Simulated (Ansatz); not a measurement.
**Frequency calculation, with input and output: SiClF3**

- system: SiClF3
- method: RKS PBE0-D4/def2-TZVP (Ansatz 0.2.0)

The geometry comes from this level: PBE0-D4/def2-TZVP. Figures and captions count atoms from 1; the log counts them from 0 in places.

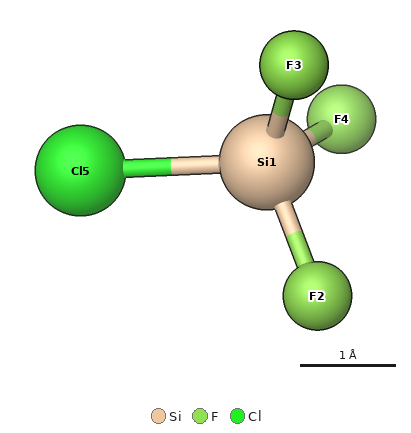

Figure 1. The structure as given in the input (ball-and-stick view, seen at a tilt; atoms are numbered from 1 in the order of the input).

Input file:
```yaml
crystal:
  periodic: [false, false, false]
  atoms:
    - {symbol: Si, position_ang: [-0.374865, 0.391187, 1.695071]}
    - {symbol: F, position_ang: [-1.120593, 0.524826, 0.324312]}
    - {symbol: F, position_ang: [-0.243739, 1.816391, 2.331107]}
    - {symbol: F, position_ang: [-1.240796, -0.500868, 2.647617]}
    - {symbol: Cl, position_ang: [1.432394, -0.422729, 1.429309]}
basis:
  gaussian: {orbitals: def2-TZVP}
hamiltonian: {xc: pbe0, dispersion: d4}
phonons: {temperatures: {t_min: 298.15, t_max: 900, t_step: 200}}
```

Launched with:
```bash
ansatz run in.yaml --threads 4 --pin off --events-out ev --progress --plain --max-ram 46080MiB --backend cuda --devices 0, --max-vram 37GiB
```

The program's output:
```
Functional definition: PBE0
  name "PBE0"
  cite "Adamo & Barone, J. Chem. Phys. 110, 6158 (1999) doi:10.1063/1.478522"
  cite "Perdew, Burke & Ernzerhof, Phys. Rev. Lett. 77, 3865 (1996) doi:10.1103/PhysRevLett.77.3865"
  parent pbe
  parameter a = 0.25
  parameter kappa = 0.804
  parameter beta = 0.06672455060314922
  exchange = (1 - a)*pbe_x(kappa = kappa, mu = beta*pi^2/3) + a*exact_x
  correlation = pbe_c(beta = beta)
1004 factors; their error is unknown
mean field evaluation 1: about -28543.7037 eV, gradient 5.1e1 eV
mean field evaluation 2: about -28539.9600 eV, gradient 7.5e1 eV
mean field evaluation 4: about -28547.0761 eV, gradient 7.5e-1 eV
mean field evaluation 8: about -28547.1800 eV, gradient 1.8e-2 eV
mean field evaluation 16: about -28547.1800 eV, gradient 3.2e-6 eV
mean field -28547.18003380 eV, -1049.0895162687 hartree, gradient 3.2e-6 eV, S^2 0.000000; 0 other end points of the search recorded, 0 dependent functions left out
the calculation of the forces begins
reference -28547.18005507 eV, -1049.0895170504 hartree; 29, 29 occupied and 138, 138 virtual orbitals, 1004 factors
these checks for a lower state are left out or cut short: stability, starts, cluster_reference, orbital_swaps, neighbouring_geometries, increment
1004 factors; their error is unknown
mean field -28547.17990434 eV, -1049.0895115110 hartree, gradient 1.6e-6 eV, S^2 0.000000; 0 other end points of the search recorded, 0 dependent functions left out
[... from here on the field's lines of each further geometry are left out, up to the last ...]
the calculation of the forces begins
reference -28547.18004681 eV, -1049.0895167467 hartree; 29, 29 occupied and 138, 138 virtual orbitals, 1004 factors
these checks for a lower state are left out or cut short: stability, starts, cluster_reference, orbital_swaps, neighbouring_geometries, increment
1004 factors; their error is unknown
mean field -28547.18003022 eV, -1049.0895161369 hartree, gradient 1.9e-6 eV, S^2 0.000000; 0 other end points of the search recorded, 0 dependent functions left out
the calculation of the forces begins
reference -28547.18005149 eV, -1049.0895169186 hartree; 29, 29 occupied and 138, 138 virtual orbitals, 1004 factors
Total energy: -28547.28315057 eV, -1049.0933057399 hartree
Atom 0 at    -0.374865     0.391187     1.695071 Å, force     0.000275    -0.000090     0.000210 eV/Å
Atom 1 at    -1.120593     0.524826     0.324312 Å, force     0.000078    -0.000030     0.000024 eV/Å
Atom 2 at    -0.243739     1.816391     2.331107 Å, force     0.000020     0.000274    -0.000090 eV/Å
Atom 3 at    -1.240796    -0.500868     2.647617 Å, force    -0.000190    -0.000216    -0.000023 eV/Å
Atom 4 at     1.432394    -0.422729     1.429309 Å, force    -0.000184     0.000063    -0.000120 eV/Å
Dipole moment:     0.122701    -0.055265    -0.018082 e Å
Vibrations: 216.92 216.92 339.23 339.23 345.46 592.59 882.01 1013.57 1013.57 cm⁻¹, zero-point energy 0.307449 eV
```

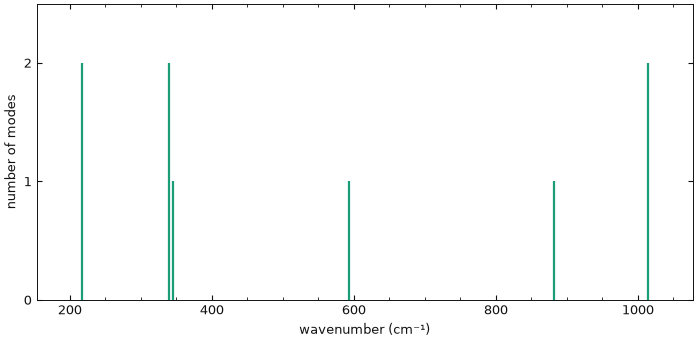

Figure 2. Harmonic vibrational wavenumbers from the force constants; neighbouring modes closer than 4 cm⁻¹ are counted in one stick. 9 modes from 217 to 1014 cm⁻¹, none imaginary.

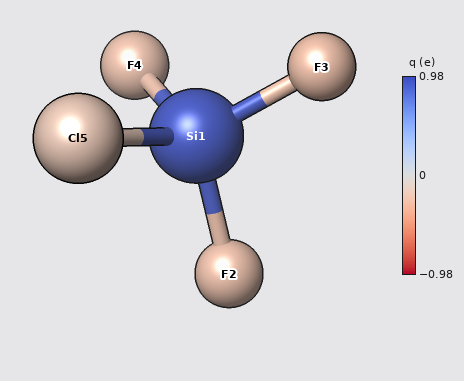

Figure 3. Mulliken charges, as the colour of each atom (ball-and-stick view, seen at a tilt; atoms are numbered from 1 in the order of the input; Mulliken charges depend strongly on the basis). By element: Si +0.94, F −0.26 and Cl −0.17 e.

Key numbers:

- outcome: converged
- total energy: −28547.2832 eV
- mean-field energy: −28547.1801 eV
- dispersion energy: −0.1031 eV
- largest force (length of the vector): under 0.001 eV/Å
- dipole moment: 0.65 D
- hardware: 4 CPU threads, shared host
- wall time: 16 s (CPU time 19 s)
- peak memory: 0.88 GiB
